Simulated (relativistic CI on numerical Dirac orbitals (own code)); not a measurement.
# Re⁶⁺: 4d photoemission multiplets

Aim: the 4d photoemission spectrum of Re⁶⁺ in 4 surroundings, from the same atomic integrals.

Method: Dirac-Coulomb-Breit CI, KLI orbitals optimised for each configuration, model QED (radiative potential, 1s self-energy scaled to tabulated hydrogen-like ionisation energies), valence Slater integrals scaled by 0.9, multiplet model of photoemission in the sudden approximation. Code: relativistic CI on numerical Dirac orbitals (own code) version 1.

**1. What is computed**

```
ion            : Re⁶⁺ (Re VII)
nuclear charge : 75
electrons      : 69
configurations : [Xe] 4f14 5d → [Kr] 4d9 4f14 5s2 5p6 5d
temperature    : 300 K
widths         : Lorentz 2.45 eV, Gauss 0.6 eV
surrounding 1  : free ion
surrounding 2  : D4h, 10Dq = 39350, Ds = -220, Dt = 130 cm⁻¹
surrounding 3  : D4h, 10Dq = 27000, Ds = -1260, Dt = 80 cm⁻¹
surrounding 4  : Td, 10Dq = -10500 cm⁻¹
```

**2. Surrounding 1: free ion**

Input settings:

```ini
atom Re  Z=75  charge=6  electrons=69
nucleus A=187  rms_radius_fm=5.3698
hamiltonian dirac-coulomb  breit=on  qed=on  c_scale=1
orbitals kli  potential=per-configuration
slater_scale 0.9
correlation none
mixing on
configurations
  [Xe] 4f14 5d
  [Kr] 4d9 4f14 5s2 5p6 5d
end
photoemission 4d T=300 lorentz=2.45 gauss=0.6
crystal_field free
```

**3. Surrounding 2: D4h, 10Dq = 39350, Ds = -220, Dt = 130**

Changes to the settings of step 2:

```diff
@@ -12,2 +12,2 @@
 photoemission 4d T=300 lorentz=2.45 gauss=0.6
-crystal_field free
+crystal_field D4h 10Dq=39350 Ds=-220 Dt=130
```

**4. Surrounding 3: D4h, 10Dq = 27000, Ds = -1260, Dt = 80**

Changes to the settings of step 3:

```diff
@@ -12,2 +12,2 @@
 photoemission 4d T=300 lorentz=2.45 gauss=0.6
-crystal_field D4h 10Dq=39350 Ds=-220 Dt=130
+crystal_field D4h 10Dq=27000 Ds=-1260 Dt=80
```

**5. Surrounding 4: Td, 10Dq = -10500**

Changes to the settings of step 4:

```diff
@@ -12,2 +12,2 @@
 photoemission 4d T=300 lorentz=2.45 gauss=0.6
-crystal_field D4h 10Dq=27000 Ds=-1260 Dt=80
+crystal_field Td 10Dq=-10500
```

(Steps that only read results are left out.)

Before running it: what results should come out? Wanted: highest peak, first run; ground spin.

**Answer**, as computed:

| surrounding | ground S | centroid (eV) | spread (eV) | up to four highest peaks (% of the highest), eV |
| --- | --- | --- | --- | --- |
| 1: free | 0.50 | 360.66 | 6.83 | 355.2 (100), 368.6 (63) |
| 2: D4h | 0.50 | 360.74 | 6.77 | 355.2 (100), 368.8 (64) |
| 3: D4h | 0.50 | 360.73 | 6.77 | 355.2 (100), 368.8 (64) |
| 4: Td | 0.50 | 360.71 | 6.79 | 355.2 (100), 368.6 (64) |

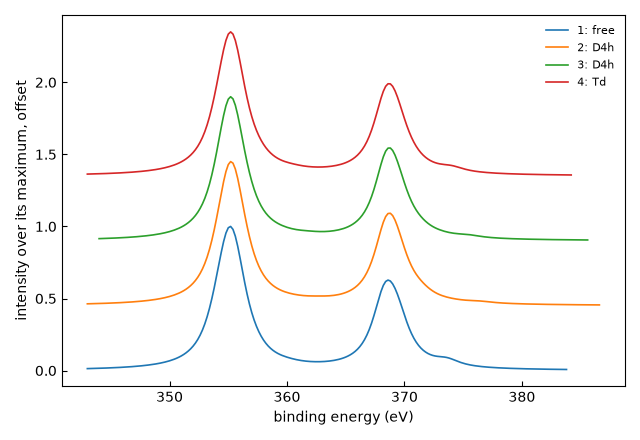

The spectra, each scaled to its maximum and offset.

```
                           quantity     value
            highest peak, first run  355.2 eV
ground spin (effective S from ⟨S²⟩)      0.50
```

What this shows: The highest peak stays in place, within the step of the energy grid, in all surroundings. Energies are those of the free ion without screening by ligands; binding energies in solids differ by tens of eV.
